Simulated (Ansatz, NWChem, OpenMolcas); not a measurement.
# BBrCl2 (bromodichloroborane): the vertical energy of the triplet above the singlet, rung by rung

BBrCl2: 4 atoms, total charge 0, spin state singlet. SMILES: `ClB(Cl)Br`. Geometry: relaxed at PBE0-D4/def2-TZVP.

Quantity: the vertical energy of the triplet above the singlet, in eV. The values are calculated.

| level | kind | program | value (eV) | less CCSD(T)/cc-pVDZ | CPU time (all runs) |
| --- | --- | --- | --- | --- | --- |
| SVWN5/cc-pVDZ | LDA | OpenMolcas | 4.95 | -0.93 | 38 s |
| M06-L/cc-pVDZ | meta-GGA | OpenMolcas | 5.14 | -0.74 | 86 s |
| BHLYP/cc-pVDZ | global hybrid | NWChem | 5.62 | -0.26 | 3.8 min |
| PBE0/cc-pVDZ | global hybrid | NWChem | 5.24 | -0.64 | 3.6 min |
| M06-2X/cc-pVDZ | hybrid meta-GGA | NWChem | 5.69 | -0.19 | 4.5 min |
| r2SCAN0/cc-pVDZ | hybrid meta-GGA | Ansatz | 5.30 | -0.58 | 81 s |
| BCCD(T)/cc-pVDZ | coupled cluster or CI | Ansatz | 5.86 | -0.02 | 2 min |
| CCSD(T)/cc-pVDZ, open shells restricted | coupled cluster or CI | OpenMolcas | 5.88 | 0.00 | 65 s |

CCSD(T)/cc-pVDZ, open shells restricted is the highest level here, not the true value. All-electron rows without a relativistic Hamiltonian named are non-relativistic. Spin-orbit coupling, which can split open shells on such heavy atoms by tenths of an eV, is left out. The values span 4.95 to 5.88 eV. A triplet this far above the singlet is often a Rydberg-like or dissociative state; sets without diffuse functions put Rydberg states too high. In the correlated wave-function rows the outer d shell of Br is correlated, in sets not made for it. Times are those of the runs behind each value, whatever else they computed, on shared processors of several kinds: orders of magnitude only.

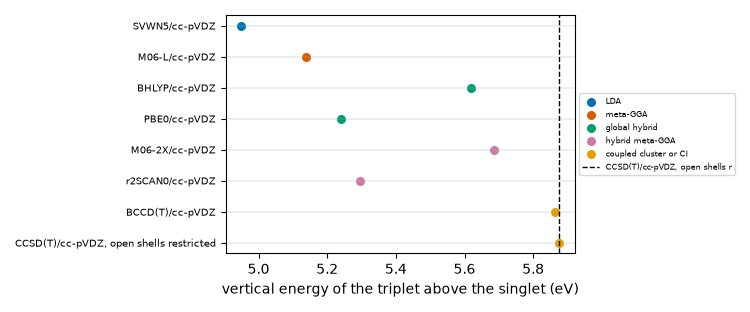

The values of the table, level by level.
